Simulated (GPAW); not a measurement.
# AgB2 (P6/mmm): the B K absorption edge, part 2 of 2

What does one-electron theory with a core hole give for the B K edge of AgB2 (P6/mmm)?

GPAW 26.7.0; X-ray absorption from dipole matrix elements to empty bands, plane-wave PAW PBE.

So far. Step 2 (The field without a hole): The mesh shows no gap, so the system is treated as a metal and the core electron is put at the Fermi level (neutral cell). Step 3 (Spectrum without a core hole, B atom 2): Main maxima below 24 eV (height): 0.4 eV (0.51), 7.1 eV (1.13), 10.0 eV (1.31), 15.3 eV (1.41) and 18.1 eV (1.57). A K edge sees empty p states on the absorber.

## (5) Spectrum with XCH, B atom 2

The holes are 6.1 Å apart. In GPAW the data set carries the hole's charge, so charge=0 means a charged cell and charge=-1 a neutral one. The excited electron is kept in the cell, where it fills the lowest empty states and screens the hole. After the field has converged, empty bands are computed with the density fixed and the dipole matrix elements are summed.

Input file xas.py:

```python
import numpy as np
from ase import Atoms
from ase.parallel import parprint, paropen
from gpaw import GPAW, PW, FermiDirac, Mixer, MixerDif, setup_paths
from gpaw.test import gen
setup_paths.insert(0, '.')
gen('B', name='fch1s', xcname='PBE', corehole=(1, 0, 1), write_xml=True)
from gpaw.mpi import world
world.barrier()

atoms = Atoms('Ag9B18',
    cell=[[-4.5, 2.59807621, -3.24],
     [-4.5, -2.59807621, 3.24],
     [0, 5.19615242, 3.24]],
    scaled_positions=[[0, 0, 0],
     [0.33333333, 0.33333333, 0],
     [0.33333333, 0, 0.33333333],
     [0.66666667, 0.66666667, 0],
     [0, 0.66666667, 0.33333333],
     [0.66666667, 0.33333333, 0.33333333],
     [0, 0.33333333, 0.66666667],
     [0.66666667, 0, 0.66666667],
     [0.33333333, 0.66666667, 0.66666667],
     [0.72222222, 0.94444444, 0.27777778],
     [0.05555556, 0.27777778, 0.27777778],
     [0.05555556, 0.94444444, 0.61111111],
     [0.38888889, 0.61111111, 0.27777778],
     [0.72222222, 0.61111111, 0.61111111],
     [0.38888889, 0.27777778, 0.61111111],
     [0.72222222, 0.27777778, 0.94444444],
     [0.38888889, 0.94444444, 0.94444444],
     [0.05555556, 0.61111111, 0.94444444],
     [0.94444444, 0.05555556, 0.38888889],
     [0.27777778, 0.38888889, 0.38888889],
     [0.27777778, 0.05555556, 0.72222222],
     [0.61111111, 0.72222222, 0.38888889],
     [0.94444444, 0.72222222, 0.72222222],
     [0.61111111, 0.38888889, 0.72222222],
     [0.94444444, 0.38888889, 0.05555556],
     [0.61111111, 0.05555556, 0.05555556],
     [0.27777778, 0.72222222, 0.05555556]],
    pbc=True)
atoms.calc = calc = GPAW(legacy_gpaw=True, mode=PW(430), xc='PBE', setups={9: 'fch1s'},
    kpts={'size': (4, 4, 4), 'gamma': True}, occupations=FermiDirac(0.1),
    charge=-1, mixer=Mixer(0.1, 5, 50), maxiter=150,
    convergence={'density': 0.0001}, txt='scf.txt')
energy = atoms.get_potential_energy() + calc.get_reference_energy()
ef = calc.get_fermi_level()
out = dict(energy=energy, fermi=ef, forces=atoms.get_forces().tolist())
parprint(f'all-electron energy {energy:.4f} eV, Fermi level {ef:.4f} eV')
ev = np.array([[calc.get_eigenvalues(k, s) for k in range(len(calc.get_ibz_k_points()))] for s in range(calc.get_number_of_spins())])
out['homo'], out['lumo'], out['counts'] = ev[ev < ef].max(), ev[ev > ef].min(), sorted(set((ev < ef).sum((0, 2)).tolist()))
out['filled'] = (ev[:, 0] < ef).sum(1).tolist()

from ase.units import Ha
from gpaw.xas import dipole_matrix_elements
nb = int(calc.get_number_of_electrons() / 2) + 138
top, nb = nb, nb + 8 + nb // 12
nscf = calc.fixed_density(kpts={'size': (5, 5, 5), 'gamma': True}, nbands=nb,
    convergence={'bands': top, 'eigenstates': 1e-5}, maxiter=60, txt='nscf.txt')
cell = atoms.cell.array
ops = [cell.T @ U.T @ np.linalg.inv(cell.T) for U in nscf.wfs.kd.symmetry.op_scc]
E = np.arange(-6, 34, 0.1)
fwhm = np.interp(E, [4, 25], [0.9, 3.5])
Y, X, zero, highest = 0, 0, 1e9, 1e9
for spin in range(nscf.get_number_of_spins()):
    wfs = nscf.wfs
    A = dipole_matrix_elements(wfs.setups[9])
    eps = np.zeros((wfs.kd.nibzkpts, nb))
    d = np.zeros((3, A.shape[1], wfs.kd.nibzkpts, nb), complex)
    for kpt in wfs.kpt_u:
        if kpt.s == spin and 9 in kpt.P_ani:
            eps[kpt.k] = kpt.eps_n * Ha
            d[:, :, kpt.k] = (kpt.weight * wfs.nspins / 2) ** 0.5 * np.inner(A, kpt.P_ani[9])
    world.sum(eps)
    world.sum(d)
    T = np.einsum('amkn,bmkn->abkn', d, d.conj()).real
    T = sum(np.einsum('ai,ijkn,bj->abkn', R, T, R) for R in ops) / len(ops)
    empty = eps > ef
    zero, highest = min(zero, eps[empty].min()), min(highest, eps[:, top - 1].min())
    lines = [(eps, T, empty)] if spin == 0 else lines + [(eps, T, empty)]
for eps, T, empty in lines:
    f = np.einsum('aakn->akn', T).reshape(3, -1)
    x = eps.ravel() - zero
    w = np.interp(x, E, fwhm) / 2.35482
    g = np.exp(-0.5 * ((E[:, None] - x) / w) ** 2) / (w * (2 * np.pi) ** 0.5)
    Y = Y + (f * empty.ravel()) @ g.T
    X = X + (f * ~empty.ravel()) @ g.T
out.update(E=E.round(2).tolist(), xas=Y.tolist(), xes=X.tolist(), zero=zero, valid=highest - zero, nk=len(eps), nb=nb)
for i in range(0, len(E), 10):
    parprint(f'{E[i]:7.2f}', *(f'{v:10.3e}' for v in Y[:, i]))
import json
with paropen('out.json', 'w') as f:
    json.dump(out, f)
```

Started as:

```bash
> OMP_NUM_THREADS=1 mpirun -n 4 gpaw python xas.py
```

Numbers of over 12 decimals in the logs are rounded to 6 here.

What it wrote:

```text
Input parameters:
  charge: -1
  convergence: {density: 0.0001}
  kpts: {gamma: True,
         size: (4, 4, 4)}
  maxiter: 150
  mixer: {backend: pulay,
          beta: 0.1,
          method: separate,
          nmaxold: 5,
          weight: 50}
  mode: {ecut: 430.0,
         name: pw}
  occupations: {fixmagmom: False,
                name: fermi-dirac,
                width: 0.1}
  setups: {9: fch1s}
  xc: PBE

Initialize ...

[... PAW data sets ...]

Reference energy: -1313224.175056  # eV

Spin-paired calculation

[... convergence settings ...]
Symmetries present (total): 1
  [... symmetry matrices ...]

64 k-points: 4 x 4 x 4 Monkhorst-Pack grid + [1/8,1/8,1/8]
36 k-points in the irreducible part of the Brillouin zone
       k-points in crystal coordinates                weights
   0:     0.00000000    0.00000000    0.00000000          1/64
   1:     0.00000000    0.00000000    0.25000000          2/64
   2:     0.00000000    0.00000000    0.50000000          1/64
   3:     0.00000000    0.25000000   -0.25000000          2/64
   4:     0.00000000    0.25000000    0.00000000          2/64
   5:     0.00000000    0.25000000    0.25000000          2/64
   6:     0.00000000    0.25000000    0.50000000          2/64
   7:     0.00000000    0.50000000    0.00000000          1/64
   8:     0.00000000    0.50000000    0.25000000          2/64
   9:     0.00000000    0.50000000    0.50000000          1/64
          ...
  35:     0.50000000    0.50000000    0.50000000          1/64

Wave functions: Plane wave expansion
  Cutoff energy: 430.000 eV
  Number of coefficients (min, max): 4589, 4619
  Pulay-stress correction: 0.000000 eV/Ang^3 (de/decut=0.000000)
  Using FFTW library
  Wavefunction extrapolation:
    Improved wavefunction reuse through dual PAW basis

Occupation numbers: Fermi-Dirac:
  width: 0.1000  # eV

Eigensolver
   Davidson(niter=2)

Densities:
  Coarse grid: 30*30*30 grid
  Fine grid: 60*60*60 grid
  Total Charge: 0.000000

Density mixing:
  Method: separate
  Backend: pulay
  Linear mixing parameter: 0.1
  old densities: 5
  Width of damping distribution: 1.1
  Damping of long wavelength oscillations: 50

[... Hamiltonian set-up ...]
Number of atoms: 27
Number of atomic orbitals: 180
Number of bands in calculation: 129
Number of valence electrons: 208
Bands to converge: occupied

... initialized

Initializing position-dependent things.

Density initialized from atomic densities
Creating initial wave functions:
  129 bands from LCAO basis set

              B      B

                B
                 AgB    Ag
          B   B   B  B   B
                   Ag Ag
        B   B   B   B  B
              B  Ag     Ag
                  B
           Ag      Ag     Ag
            B       B

Atomic positions and initial magnetic moments

Positions:
   0 Ag     0.000000    0.000000    0.000000    ( 0.0000,  0.0000,  0.0000)
   1 Ag    -3.000000    0.000000   -0.000000    ( 0.0000,  0.0000,  0.0000)
   2 Ag    -1.500000    2.598076   -0.000000    ( 0.0000,  0.0000,  0.0000)
   3 Ag    -6.000000    0.000000    0.000000    ( 0.0000,  0.0000,  0.0000)
   4 Ag    -3.000000   -0.000000    3.240000    ( 0.0000,  0.0000,  0.0000)
   5 Ag    -4.500000    2.598076   -0.000000    ( 0.0000,  0.0000,  0.0000)
   6 Ag    -1.500000    2.598076    3.240000    ( 0.0000,  0.0000,  0.0000)
[...]
24 B     -6.000000    1.732051   -1.620000    ( 0.0000,  0.0000,  0.0000)
  25 B     -3.000000    1.732051   -1.620000    ( 0.0000,  0.0000,  0.0000)
  26 B     -4.500000   -0.866025    1.620000    ( 0.0000,  0.0000,  0.0000)

Unit cell:
           periodic     x           y           z      points  spacing
  1. axis:    yes   -4.500000    2.598076   -3.240000    30     0.2027
  2. axis:    yes   -4.500000   -2.598076    3.240000    30     0.2027
  3. axis:    yes    0.000000    5.196152    3.240000    30     0.2027

  Lengths:   6.123528   6.123528   6.123528
  Angles:   94.592539  85.407461  85.407461

Effective grid spacing dv^(1/3) = 0.2034

iter:   1  -185.411908
iter:   2  -154.399311   -0.90  -1.02
iter:   3  -138.528776   -0.93  -1.15
iter:   4  -136.175869   -1.58  -1.33
iter:   5  -134.481033   -1.98  -1.46
iter:   6  -134.424682   -2.98  -2.03
iter:   7  -134.397915c  -3.21  -2.17
iter:   8  -134.388082c  -4.09  -2.34
iter:   9  -134.384542c  -4.32  -2.61
iter:  10  -134.384157c  -5.39  -3.20
iter:  11  -134.384137c  -5.56  -3.35
iter:  12  -134.384201c  -6.66  -3.49
iter:  13  -134.384123c  -6.28  -3.62
iter:  14  -134.384080c  -7.16  -4.00c
iter:  15  -134.384031c  -7.25  -4.25c
iter:  16  -134.384028c  -8.03c -4.57c

Converged after 16 iterations.

Dipole moment: (-0.721617, -0.416624, 0.408229) |e|*Ang

Energy contributions relative to reference atoms: (reference = -1313224.175056)

Kinetic:       +373.890702
Potential:     -306.613134
External:        +0.000000
XC:            -202.468088
Entropy (-ST):   -0.312709
Local:           +0.962847
SIC:             +0.000000
--------------------------
Free energy:   -134.540383
Extrapolated:  -134.384028

Showing only first 2 kpts
 Kpt  Band  Eigenvalues  Occupancy
  0   102     11.80103    1.86576
  0   103     11.80317    1.86306
  0   104     12.97990    0.00021
  0   105     12.97992    0.00021

  1   102     11.95411    1.50091
  1   103     12.13283    0.66979
  1   104     12.35619    0.10237
[...]
Fermi level: 12.06421

No gap
No difference between direct/indirect transitions

Forces in eV/Ang:
  0 Ag   -0.24065   -0.13894   -0.19268
  1 Ag   -0.00000   -0.07882    0.03175
  2 Ag    0.21516   -0.12422    0.16597
  3 Ag    0.24065   -0.13894   -0.19269
  4 Ag   -0.00000    0.27788   -0.19269
  5 Ag   -0.21516   -0.12422    0.16597
  6 Ag   -0.06826    0.03941    0.03175
[...]
24 B    -0.08034   -0.04631    0.05445
 25 B    -0.00000    1.61744    0.00482
 26 B     0.08034   -0.04631    0.05445
Scalar-relativistic atomic PBE calculation for B (Boron, Z=5)
Core hole in 1s state (1s occupation: 1.0)
300 radial gridpoints.
|------------------------------------------------|
|------------------------------------------------|
[... the atom generator's iteration count ...]

Energy contributions:
-------------------------
Kinetic:      +16.923827
XC:            -2.446370
Potential:    -31.470903
-------------------------
Total:        -16.993446

state      eigenvalue         ekin         rmax
-----------------------------------------------
1s^1.0 :    -8.619813    12.014061        0.202
2s^2.0 :    -0.872538     1.686908        1.272
2p^1.0 :    -0.649578     1.535951        1.118
-----------------------------------------------
(units: Bohr and Hartree)

Generating PAW setup
Kinetic energy of the core from tauc = 12.018096
Cutoffs:
rc(s)=1.200
rc(p)=1.200
rc(d)=1.200
rc(vbar)=1.080
rc(comp)=1.200
rc(nct)=1.200

Kinetic energy of the core states: 12.014061
Charge: 1.0
Core electrons: 1.0
Valence electrons: 3.0
Pseudo-core charge: 0.035742
Shape function alpha=6.944
Pseudo-electron charge 3.043936
state    eigenvalue         norm
--------------------------------
2s(2) :    -0.872538     1.031866
*s    :     0.127462
2p(1) :    -0.649578     0.944462
*p    :     0.350422
*d    :     0.000000
--------------------------------

Diagonalizing with gridspacing h=0.050

state   all-electron     PAW
-------------------------------
2s:      -0.872538    -0.873275
2p:      -0.649578    -0.650581
*d:                   -0.077574
*f:                   -0.014711
-------------------------------
all-electron energy -1313358.5591 eV, Fermi level 12.0642 eV
[...]
31.00  3.205e-04  3.205e-04  3.277e-04
  32.00  3.116e-04  3.116e-04  3.582e-04
  33.00  2.928e-04  2.929e-04  3.837e-04
```

Run time: 12 min. Hardware: 4 MPI ranks of Arm Neoverse V2, shared host; peak memory 1.1 GiB.

The B K spectrum, B atom 2, excited-electron core hole (neutral cell) (energy from the lowest empty level; intensity scaled to a mean of 1 over the first 20 eV; polarised curves are means over the symmetry-equivalent atoms):

```csv
E (eV),isotropic,ε ⊥ c,ε ∥ c
-2.0,0.00,0.00,0.00
-0.5,0.05,0.01,0.12
1.0,0.71,0.04,2.04
2.5,0.70,0.02,2.05
4.0,0.59,0.05,1.68
5.5,0.95,0.75,1.34
7.0,1.68,2.12,0.79
8.5,1.41,1.71,0.80
10.0,1.26,1.41,0.95
11.5,1.00,1.12,0.76
13.0,1.22,1.34,0.97
14.5,1.23,1.37,0.96
16.0,1.02,1.30,0.48
17.5,0.86,1.18,0.20
19.0,0.52,0.68,0.19
20.5,0.29,0.24,0.38
22.0,0.32,0.16,0.65
23.5,0.39,0.20,0.77
25.0,0.47,0.34,0.73
26.5,0.54,0.49,0.65
28.0,0.61,0.61,0.61
```

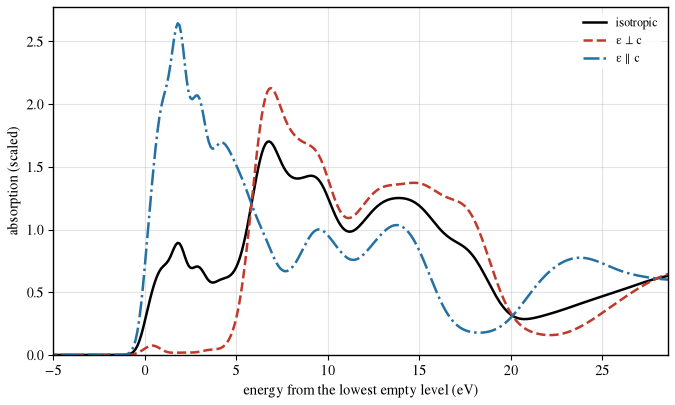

The B K edge, B atom 2, excited-electron core hole (neutral cell): main maxima at 1.8, 6.8 and 13.9 eV.

Main maxima below 24 eV (height): 1.8 eV (0.89), 6.8 eV (1.70) and 13.9 eV (1.25). 

The total-energy difference is 192.45 eV. One term is added: -5.59 eV, since the hole is spin-paired here and a spin-polarised one costs that much less in the free atom (computed apart). The photon energy is then 186.86 eV. The functional leaves an error of a few eV in such absolute values.

## (6) Spectrum with FCH, B atom 2

The holes are 6.1 Å apart. In GPAW the data set carries the hole's charge, so charge=0 means a charged cell and charge=-1 a neutral one. The excited electron is left out and a uniform background balances the charge. After the field has converged, empty bands are computed with the density fixed and the dipole matrix elements are summed.

Changed against the first core-hole run: core hole to FCH.

Edit xas.py of step 5 so:

```diff
@@ -44,3 +44,3 @@
     kpts={'size': (4, 4, 4), 'gamma': True}, occupations=FermiDirac(0.1),
-    charge=-1, mixer=Mixer(0.1, 5, 50), maxiter=150,
+    charge=0, mixer=Mixer(0.1, 5, 50), maxiter=150,
     convergence={'density': 0.0001}, txt='scf.txt')
```

What it wrote:

```text
Input parameters:
  convergence: {density: 0.0001}
  kpts: {gamma: True,
         size: (4, 4, 4)}
  maxiter: 150
  mixer: {backend: pulay,
          beta: 0.1,
          method: separate,
          nmaxold: 5,
          weight: 50}
  mode: {ecut: 430.0,
         name: pw}
  occupations: {fixmagmom: False,
                name: fermi-dirac,
                width: 0.1}
  setups: {9: fch1s}
  xc: PBE

Initialize ...

[...]
*p    :     0.350422
*d    :     0.000000
--------------------------------

Diagonalizing with gridspacing h=0.050

state   all-electron     PAW
-------------------------------
2s:      -0.872538    -0.873275
2p:      -0.649578    -0.650581
*d:                   -0.077574
*f:                   -0.014711
-------------------------------
all-electron energy -1313370.5400 eV, Fermi level 11.9453 eV
[...]
32.00  3.136e-04  3.136e-04  3.534e-04
  33.00  2.965e-04  2.966e-04  3.807e-04
[key lines of the parts left out:]
Converged after 17 iterations.
Dipole moment: (-0.719114, -0.415179, 0.415717) |e|*Ang
Free energy:   -146.543912
Fermi level: 11.94533
```

The job ended after 13 min (4 MPI ranks; peak memory 1.1 GiB).

```csv
E (eV),first run,this run
-2.0,0.00,0.00
-1.0,0.00,0.00
0.0,0.27,0.32
1.0,0.71,0.68
2.0,0.87,0.89
3.0,0.70,0.70
4.0,0.59,0.58
5.0,0.70,0.66
6.0,1.34,1.22
7.0,1.68,1.69
8.0,1.42,1.44
9.0,1.43,1.42
10.0,1.26,1.31
11.0,0.99,1.01
12.0,1.07,1.05
13.0,1.22,1.20
14.0,1.25,1.25
15.0,1.19,1.20
16.0,1.02,1.05
17.0,0.90,0.92
18.0,0.78,0.80
19.0,0.52,0.55
20.0,0.32,0.33
21.0,0.29,0.28
22.0,0.32,0.31
23.0,0.37,0.36
24.0,0.42,0.41
25.0,0.47,0.46
26.0,0.52,0.51
27.0,0.57,0.56
28.0,0.61,0.60
```

Against the first run the r.m.s. difference is 3 %. The highest intensity below 16 eV goes from 6.8 eV (1.70) to 6.9 eV (1.69).

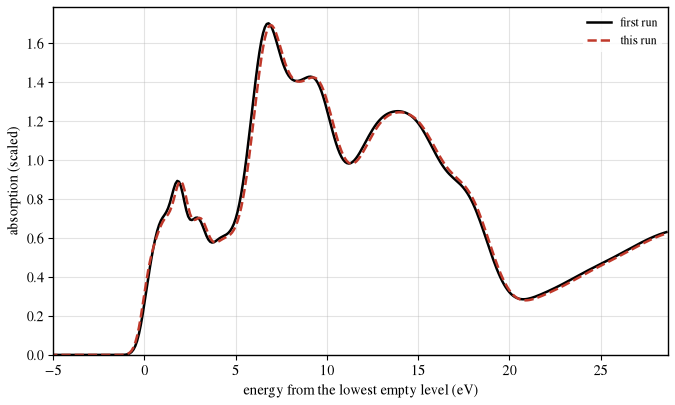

The effect of the change (core hole to FCH).

The photon energy of the zero moves by -0.03 eV.

## (7) With and without the hole

Both curves are counted from their own zero, so only the shift of weight within the empty states shows.

```csv
E (eV),no hole,XCH
-2.0,0.00,0.00
-1.0,0.00,0.00
0.0,0.38,0.27
1.0,0.38,0.71
2.0,0.40,0.87
3.0,0.45,0.70
4.0,0.52,0.59
5.0,0.59,0.70
6.0,0.82,1.34
7.0,1.13,1.68
8.0,1.00,1.42
9.0,1.04,1.43
10.0,1.31,1.26
11.0,1.07,0.99
12.0,1.04,1.07
13.0,1.11,1.22
14.0,1.24,1.25
15.0,1.40,1.19
16.0,1.38,1.02
17.0,1.42,0.90
18.0,1.57,0.78
19.0,1.39,0.52
20.0,0.89,0.32
21.0,0.53,0.29
22.0,0.41,0.32
23.0,0.40,0.37
24.0,0.45,0.42
25.0,0.50,0.47
26.0,0.55,0.52
27.0,0.61,0.57
28.0,0.65,0.61
```

With each curve scaled to its own mean, the area from −2 to 6 eV with the hole is 4.4 against 3.1, and the centre of weight from −1 to 20 eV moves by -1.8 eV: the hole pulls the absorber's empty states down.

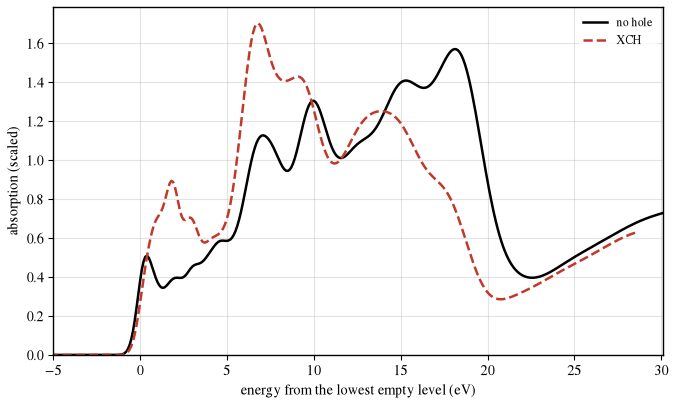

The B K edge with and without the core hole, each from its own zero; the highest intensity below 16 eV lies at 6.8 eV with the hole.

## (8) Results

```
absorber and edge                               : B K, atom 2 of the ground-state input (counted from 1)
surroundings                                    : 3 B at 1.73 Å (trigonal planar, site symmetry -6m2)
highest intensity below 16 eV                   : 6.8 eV above the zero, height 1.70
photon energy of the zero, with the added terms : 186.9 eV (raw 192.5 eV; uncertain by a few eV)
```

The B K edge of atom 2, with 3 B at 1.73 Å (trigonal planar, site symmetry -6m2), has its highest intensity of the first 16 eV at 6.8 eV above the zero, near 194 eV in photon energy (uncertain by a few eV), 1.7 times the mean level of the first 20 eV (Gaussian full width 0.9 eV up to 4 eV, rising linearly to 3.5 eV at 25 eV). With each curve scaled to its own mean, the area from −2 to 6 eV with the hole is 4.4 against 3.1, and the centre of weight from −1 to 20 eV moves by -1.8 eV: the hole pulls the absorber's empty states down. Changing the core hole to FCH alters the shape by 3 % r.m.s., so the result is insensitive to this choice. At the B K edge of atom 2 polarisation matters most near 1.8 eV, where the curves differ by 2.6 on this scale. The holes are only 6.1 Å apart, so the shape is probably not converged with cell size; no larger cell was run here. The structure is a published determination, not relaxed.

[Banner, clock and machine lines of the logs are left out without a mark of their own.]

[Logs are printed without paths, hosts, clocks, repeated set-up lines and the standing remarks that a program may print on its own settings, such as how far it seeks lower states.]

[Hosts, paths, dates, database ids (printed as entryN), source tags and the programs' standing remarks are cut or masked in the printed files.]

[Lists of maxima count a maximum above −3 eV only where it reaches 4 % of the highest in the window and stands out from its surroundings by 2 % of it (1.5 % where it reaches 55 %); shoulders and weaker maxima are passed over, and of the rest the first, up to two pre-edge ones and the few strongest are named.]
